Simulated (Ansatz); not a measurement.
# GaN2H5: how energies converge with the basis set

Aim: see how fast density functionals converge with the basis set for GaN2H5.

Computed with Ansatz 0.2.0, Gaussian basis. Level: one geometry, several basis sets.

Levels to be run: PBE0-D4/def2-SVP; ωB97M-V/def2-SVP; PBE0-D4/def2-QZVPP; ωB97M-V/def2-QZVPP; the functionals' def2-TZVPP values are taken from earlier runs.

**1. The relaxed structure**

The geometry comes from an earlier relaxation with PBE0-D4 in a triple-zeta def2 set; it is a stationary point, not always the lowest conformer.

SMILES `[NH2][GaH][NH2]`, 8 atoms, charge 0, spin multiplicity 1.

Atoms are counted from 1 here; the program's logs count them from 0.

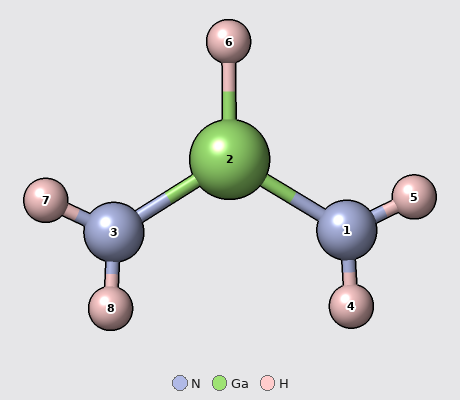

The geometry (nitrogen light blue, gallium green, hydrogen pink); atoms are numbered from 1 in the order of the file.

**2. PBE0-D4 in def2-SVP**

The input, in.yaml:

```yaml
crystal:
  periodic: [false, false, false]
  atoms:
    - {symbol: N, position_ang: [-1.049649, 0.718438, -0.930375]}
    - {symbol: Ga, position_ang: [0.193172, 0.505738, 0.376407]}
    - {symbol: N, position_ang: [0.884644, -1.158503, 0.598436]}
    - {symbol: H, position_ang: [-1.406579, -0.023964, -1.505982]}
    - {symbol: H, position_ang: [-1.523115, 1.587518, -1.102280]}
    - {symbol: H, position_ang: [0.647470, 1.696838, 1.264136]}
    - {symbol: H, position_ang: [1.604277, -1.370520, 1.266378]}
    - {symbol: H, position_ang: [0.649790, -1.955546, 0.033280]}
basis:
  gaussian: {orbitals: def2-SVP}
hamiltonian: {xc: pbe0, dispersion: d4}
output: {orbitals: {seedname: orbitals}}
```

Command:

```console
$ ansatz run in.yaml --threads 2 --pin off --events-out ev --progress --plain --max-ram 22528MiB --backend cpu
```

The runs that follow: ωB97M-V in def2-SVP; PBE0-D4 in def2-QZVPP; ωB97M-V in def2-QZVPP.

**Question.** What will the summary of the whole plan be? Wanted: PBE0-D4: double and triple zeta above quadruple; ωB97M-V: double and triple zeta above quadruple.

The runs gave:

```
                                       quantity           value
PBE0-D4: double and triple zeta above quadruple  11.94, 1.41 eV
ωB97M-V: double and triple zeta above quadruple  12.02, 1.37 eV
```

What this shows: PBE0-D4 gains 10.53 eV from double to triple zeta, then 1.41 eV more. Total energies overstate the basis error of differences, where much of it tends to cancel. The LUMO of ωB97M-V is positive and keeps falling with the basis (2.33 to 1.48 eV): an unbound level that the basis holds in place.
